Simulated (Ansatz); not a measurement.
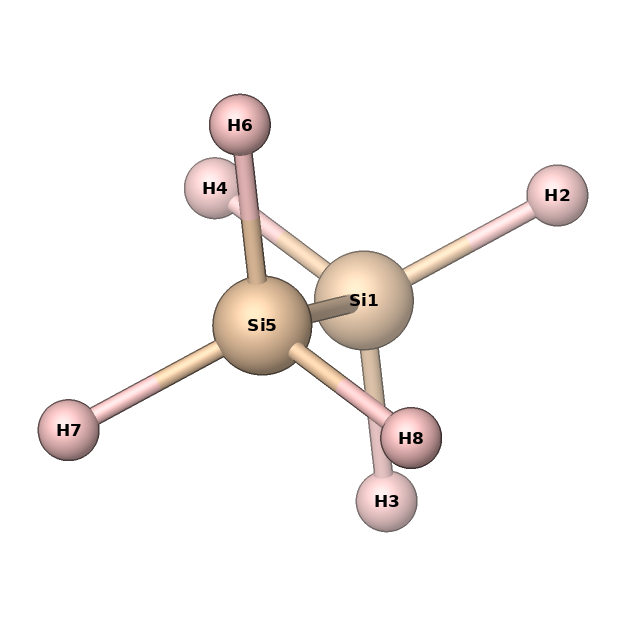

Si1 lies behind Si5. The molecule seen a little off the Si5–Si1 bond, Si5 in front. Atoms fade into the background with distance from the viewer. Computed geometry: PBE0-D4/def2-TZVP optimisation.

Q: What is the torsion angle H6–Si5–Si1–H2? The sign is positive where the front bond must turn clockwise to cover the back bond.

A: 60°, synclinal (gauche). The bonds about Si5–Si1 are staggered.
